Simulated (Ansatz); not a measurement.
**C₃H₄F₂Ge: a ladder of functionals and wavefunction methods**

Aim: compute C₃H₄F₂Ge with functionals from several rungs and with coupled cluster. The yardstick is the atomisation energy at the CCSD(T) limit.

Program: Ansatz 0.2.0, Gaussian basis. Level of theory: functionals in def2-TZVPP, the program's frozen cores in correlated methods. These are calculated values, not measurements.

Levels to be run: LDA (SPW92), PBE-D4, revPBE-D4, BLYP-D4, r2SCAN-D4, B97M-V, PBE0-D4, B3LYP-D4, r2SCANh-D4, r2SCAN0-D4, HSE06-D4, BHLYP-D4, CAM-B3LYP-D4, LC-ωPBE, ωB97X-V, ωB97M-V, B2PLYP, PBE-QIDH; CCSD(T)/def2-SVP; CCSD(T)/def2-TZVPP; MP2/def2-QZVPP; extrapolation to the limit; RPA on PBE.

### Step 1. The geometry

All runs share one geometry, relaxed beforehand with PBE0-D4 in a triple-zeta def2 set.

SMILES `C#[C][Ge]([CH3])([F])[F]`, 10 atoms, charge 0, spin multiplicity 1.

Atoms are counted from 1 here; the program's logs count them from 0.

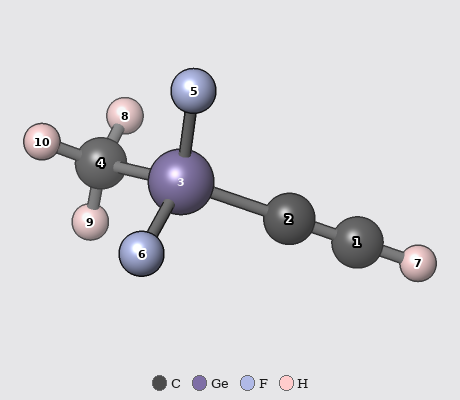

The geometry (carbon dark grey, germanium purple, fluorine light blue, hydrogen pink); atoms are numbered from 1 in the order of the file.

As a file:

```xyz
10

C     1.6260    1.8261   -1.2337
C     0.7276    1.0918   -0.9131
Ge   -0.6309   -0.0843   -0.3441
C    -0.2954   -1.1231    1.2315
F    -0.9949   -1.1296   -1.6676
F    -2.0663    0.8496   -0.1344
H     2.4155    2.4804   -1.5271
H     0.5870   -1.7449    1.0799
H    -0.1278   -0.4591    2.0796
H    -1.1578   -1.7583    1.4318
```

### Step 2. LDA

This LDA is Slater exchange with PW92 correlation.

The input, in.yaml:

```yaml
crystal:
  periodic: [false, false, false]
  atoms:
    - {symbol: C, position_ang: [1.626020, 1.826135, -1.233737]}
    - {symbol: C, position_ang: [0.727640, 1.091803, -0.913069]}
    - {symbol: Ge, position_ang: [-0.630900, -0.084313, -0.344063]}
    - {symbol: C, position_ang: [-0.295366, -1.123112, 1.231515]}
    - {symbol: F, position_ang: [-0.994857, -1.129559, -1.667554]}
    - {symbol: F, position_ang: [-2.066317, 0.849626, -0.134398]}
    - {symbol: H, position_ang: [2.415544, 2.480353, -1.527091]}
    - {symbol: H, position_ang: [0.587020, -1.744893, 1.079909]}
    - {symbol: H, position_ang: [-0.127753, -0.459072, 2.079551]}
    - {symbol: H, position_ang: [-1.157830, -1.758268, 1.431836]}
basis:
  gaussian: {orbitals: def2-TZVPP}
hamiltonian: {xc: lda}
output: {orbitals: {seedname: orbitals}}
```

On the command line:

```bash
> ansatz run in.yaml --threads 4 --pin off --events-out ev --progress --plain --max-ram 10444MiB
```

After this run come: PBE-D4 (GGA); revPBE-D4 (GGA); BLYP-D4 (GGA); r2SCAN-D4 (meta-GGA); B97M-V (meta-GGA); B3LYP-D4 (hybrid); r2SCANh-D4 (hybrid); r2SCAN0-D4 (hybrid); HSE06-D4 (hybrid); BHLYP-D4 (hybrid); CAM-B3LYP-D4 (range-separated); LC-ωPBE (range-separated); ωB97X-V (range-separated); ωB97M-V (range-separated); B2PLYP (double hybrid); PBE-QIDH (double hybrid); CCSD(T) in def2-SVP; CCSD(T) in def2-TZVPP; MP2 in def2-QZVPP; RPA on PBE orbitals.

**Question.** What will the summary of the whole plan be? Wanted: atomisation energy, CCSD(T)/CBS; farthest beyond LDA; mean size of error, GGA; mean size of error, meta-GGA; mean size of error, hybrid; mean size of error, range-separated; mean size of error, double hybrid; gap, smallest and largest; T1 diagnostic.

The runs gave:

| quantity | value |
| --- | --- |
| atomisation energy, CCSD(T)/CBS | 4110.8 kJ/mol |
| functionals within 41.1 kJ/mol (1.0 %) | revPBE-D4, BLYP-D4, r2SCAN-D4, B97M-V, PBE0-D4, B3LYP-D4, r2SCANh-D4, HSE06-D4, CAM-B3LYP-D4, LC-ωPBE, ωB97X-V, ωB97M-V, PBE-QIDH |
| farthest beyond LDA | BHLYP-D4 (-180.1 kJ/mol) |
| mean size of error, GGA | 48.4 kJ/mol |
| mean size of error, meta-GGA | 1.4 kJ/mol |
| mean size of error, hybrid | 62.4 kJ/mol |
| mean size of error, range-separated | 13.3 kJ/mol |
| mean size of error, double hybrid | 33.3 kJ/mol |
| gap, smallest and largest | 6.02 eV (LDA (SPW92)), 13.46 eV (LC-ωPBE) |
| T1 diagnostic | 0.0122 |
| triples share of the correlation energy | 3.8 % |

In words: LDA overbinds by 606.9 kJ/mol (15 %). PBE-D4 is off by +85.3 kJ/mol. Double hybrids carry the basis error of their MP2 part in triple zeta, and no dispersion term here, so their miss is partly the set-up's. The rungs meta-GGA, range-separated, double hybrid miss on average by less than the doubt on the reference (41.1 kJ/mol), so they tie. Misses under about 41.1 kJ/mol are within the doubt on the reference itself, which lacks core-valence correlation, relativity and higher excitations, and its outer-core shells are covered unevenly. Hartree-Fock recovers 73 % of the binding; the rest is correlation. CCSD(T) in def2-SVP is off by -223.2 kJ/mol, so the small basis spoils what the method gains. The gap grows from 6.0 to 13.5 eV across the functionals, mostly with the share of exact exchange. Correlated methods include outer-core shells of Ge, which these sets cover unevenly.
